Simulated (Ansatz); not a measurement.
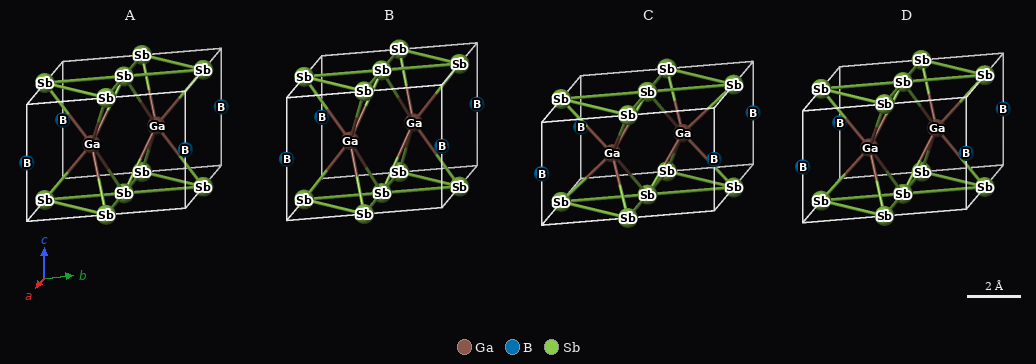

4 geometries from one relaxation of crystalline Ga₂BSb₃ (a generated structure, set up in P6/mmm), in shuffled order. The picture is a ball-and-stick view of the cell of the calculation, seen slightly off an axis.

Computed with Ansatz, DFT PBE, scalar-relativistic, plane waves, PAW. Set-up: plane-wave cutoff 420 eV; k-point mesh 6 × 6 × 10; occupations gaussian; smearing width 0.1 eV; no spin polarisation; cell and atoms relaxed; force threshold 0.01 eV/Å; at most 80 steps.

> Put them in the order of the run, from the start to the converged end.

C, D, A, B. They are steps 0, 3, 4, 11, at +0.406 eV per cell of the calculation, +0.273 eV per cell of the calculation, +0.114 eV per cell of the calculation relative to the last. After 9 accepted moves (11 points after the start) the energy has fallen by 0.406 eV per cell of the calculation. All forces vanish by symmetry, so only the cell relaxes. The pressure goes from −0.03 to 0.01 GPa. The SCF was repeated twice at an unchanged geometry on a basis and grid sized afresh for the cell, which shifted the energy by 26.7 meV per cell of the calculation at most. The atoms keep their places relative to the cell (all moves are under 0.005 Å). The volume changes by −3.2 %, with a = b 6.922 → 6.233 Å (−10.0 %), c 4.079 → 4.869 Å (+19.4 %). Some distances before and after: Sb–Sb 3.461 → 3.116 Å, Ga–Sb 2.855 → 3.027 Å. Among the angles between lasting bonds that change: Ga–Sb–Ga 88.8° → 72.9°, Sb–Ga–Sb 91.2° → 107.1°, Ga–Sb–Ga 91.2° → 107.1°. The space group stays P6/mmm (No. 191). The run took 6.5 min on 1 thread of Intel(R) Xeon(R) Processor @ 2.70GHz (shared host), peak memory 0.61 GiB.
